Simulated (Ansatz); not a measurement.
# HCl (hydrogen chloride) at CAM-B3LYP/def2-TZVPPD

What is the electronic atomisation energy of HCl (hydrogen chloride) at CAM-B3LYP/def2-TZVPPD? 

The calculation is run with Ansatz 0.2.0.

32 further runs of the same task are left out: 32 set aside as unsound or not needed.

### Step 1. Starting point

The species is HCl (2 atoms), meant as a singlet with charge 0. SMILES: `Cl`. The shape is that of a PBE0-D4/def2-TZVP optimisation.

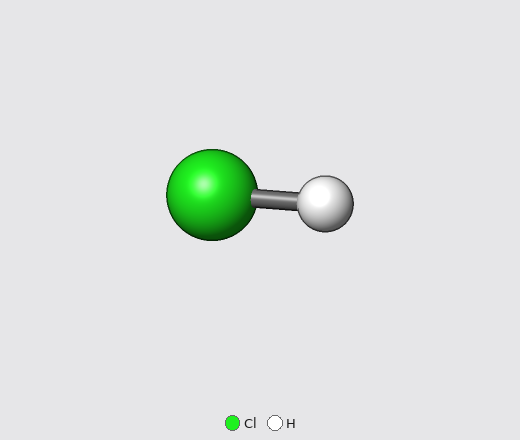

The structure, seen from a chosen angle (chlorine green, hydrogen white).

### Step 2. The energy at CAM-B3LYP/def2-TZVPPD

Contents of input.yaml:

```yaml
crystal:
  periodic: [false, false, false]
  atoms:
    - symbol: Cl
      position_ang: [0.546000, -0.178500, 0.280800]
    - symbol: H
      position_ang: [-0.546000, 0.178500, -0.280800]
basis:
  gaussian:
    orbitals: def2-TZVPPD.json
hamiltonian:
  xc: {name: CAM-B3LYP}
accuracy: high
output: {orbitals: {seedname: orbitals}}
```

The basis set def2-TZVPPD is read from a file made from the Basis Set Exchange's data (not shown).

On the command line:

```
$ ansatz run input.yaml --threads 1 --pin off --max-ram 3480MiB --events-out events.jsonl --progress --plain --runs-dir runs
```

Log:

```text
Warning: RAYON_NUM_THREADS=1 ignored (pool sized by the plan → 1); use --threads N
Functional definition: CAM-B3LYP
  name "CAM-B3LYP"
  parameter alpha = 0.19
  parameter beta = 0.46
  parameter omega = 0.33/bohr
  parameter ac = 0.81
  exchange = (1 - alpha - beta)*b88_x + beta*b88_x_sr(omega) + alpha*exact_x + beta*exact_x_lr(omega)
  correlation = (1 - ac)*vwn5_c + ac*lyp_c
849 factors; integrals over basis functions are off by at most 3.7e-9 eV
217 factors; integrals over basis functions are off by at most 1.4e-9 eV
mean field evaluation 1: about -12539.6519 eV, gradient 1.0e1 eV
mean field evaluation 2: about -12539.8015 eV, gradient 8.4e0 eV
mean field evaluation 4: about -12539.9229 eV, gradient 5.7e-1 eV
mean field evaluation 8: about -12539.9243 eV, gradient 8.9e-3 eV
mean field evaluation 16: about -12539.9243 eV, gradient 1.8e-7 eV
mean field -12539.92425663 eV, -460.8337165652 hartree, gradient 1.2e-8 eV, S^2 0.000000; 0 other end points of the search recorded, 0 dependent functions left out
reference -12539.92427100 eV, -460.8337170933 hartree; 9, 9 occupied and 59, 59 virtual orbitals, 849 factors
Total energy: -12539.92427100 eV, -460.8337170933 hartree
```

It took 1.2 s on 1 thread of Arm Neoverse V2, shared host; peak memory 0.12 GiB.

### Step 3. The Cl atom, same level

Contents of molecule.yaml:

```yaml
crystal:
  periodic: [false, false, false]
  atoms:
    - {symbol: Cl, position_ang: [0.000000, 0.000000, 0.000000]}
basis:
  gaussian:
    orbitals: def2-TZVPPD.json
magnetization:
  spin_polarized: true
  initial_magnetization: 1
hamiltonian:
  xc: {name: CAM-B3LYP}
accuracy: high
```

The basis set def2-TZVPPD is read from a file made from the Basis Set Exchange's data (not shown).

On the command line:

```
$ ansatz run molecule.yaml --threads 1 --pin off --max-ram 3480MiB --events-out events.jsonl --progress --plain --runs-dir runs
```

Log:

```text
Warning: RAYON_NUM_THREADS=1 ignored (pool sized by the plan → 1); use --threads N
Functional definition: CAM-B3LYP
  name "CAM-B3LYP"
  parameter alpha = 0.19
  parameter beta = 0.46
  parameter omega = 0.33/bohr
  parameter ac = 0.81
  exchange = (1 - alpha - beta)*b88_x + beta*b88_x_sr(omega) + alpha*exact_x + beta*exact_x_lr(omega)
  correlation = (1 - ac)*vwn5_c + ac*lyp_c
487 factors; integrals over basis functions are off by at most 2.9e-9 eV
165 factors; integrals over basis functions are off by at most 1.2e-9 eV
mean field evaluation 1: about -12521.6861 eV, gradient 4.5e0 eV
mean field evaluation 2: about -12521.7742 eV, gradient 1.1e0 eV
mean field evaluation 4: about -12521.7762 eV, gradient 1.1e0 eV
mean field evaluation 8: about -12521.7826 eV, gradient 1.2e-2 eV
mean field evaluation 16: about -12521.7826 eV, gradient 2.1e-7 eV
mean field -12521.78262376 eV, -460.1670238541 hartree, gradient 9.7e-9 eV, S^2 0.753316; 0 other end points of the search recorded, 0 dependent functions left out
reference -12521.78263662 eV, -460.1670243265 hartree; 9, 8 occupied and 42, 43 virtual orbitals, 487 factors
Total energy: -12521.78263662 eV, -460.1670243265 hartree
```

Wall time 1.5 s (1 thread of Arm Neoverse V2, shared host); peak memory 0.11 GiB.

### Step 4. The H atom

Contents of run.yaml:

```yaml
basis:
  gaussian:
    orbitals: def2-TZVPPD.json
crystal:
  periodic: [false, false, false]
  atoms:
    - {symbol: H, position_ang: [0.000000, 0.000000, 0.000000]}
magnetization:
  spin_polarized: true
  initial_magnetization: 1
hamiltonian:
  xc: {name: CAM-B3LYP}
accuracy: high
```

The basis set def2-TZVPPD is read from a file made from the Basis Set Exchange's data (not shown).

Run the same way, it converges to -0.49881 Eh (log not shown).

### Step 5. Outcome

At CAM-B3LYP/def2-TZVPPD:

| quantity | value |
| --- | --- |
| molecule: total energy | -460.83372 Eh |
| molecule: HOMO energy | -10.95 eV |
| molecule: LUMO energy | 0.60 eV |
| molecule: HOMO–LUMO gap | 11.55 eV |
| Cl atom: total energy | -460.16702 Eh |
| Cl atom: ⟨S²⟩ | 0.753 |
| H atom: total energy | -0.49881 Eh |
| H atom: ⟨S²⟩ | 0.750 |
| electronic atomisation energy | 4.568 eV |

What this shows: Taking the molecule apart into free atoms costs 4.57 eV (441 kJ/mol), before zero-point energy and without spin-orbit coupling.
